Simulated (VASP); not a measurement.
Band structure of HgS (space group P3_221). Method: LDA (Ceperley-Alder, Perdew-Zunger) with spin-orbit coupling, VASP's LDA PAW potentials (set 64) (plane waves; VASP).

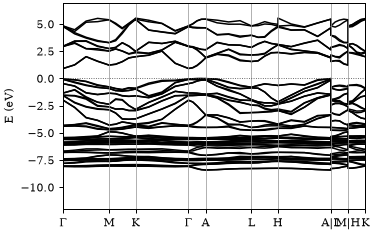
Fig. 1. Bands along high-symmetry lines, zero at the valence-band maximum or, without a gap, the Fermi level

Read the plot: is there a gap, and where are the band edges?

The gap is indirect, 0.91 eV, from the valence maximum at (0.00, 0.00, 0.33) to the conduction minimum at Γ.

The structure comes from a computed database's HgS entry (P3_221), a phase known from measurement. It was relaxed first, which changed the volume by -20 %.
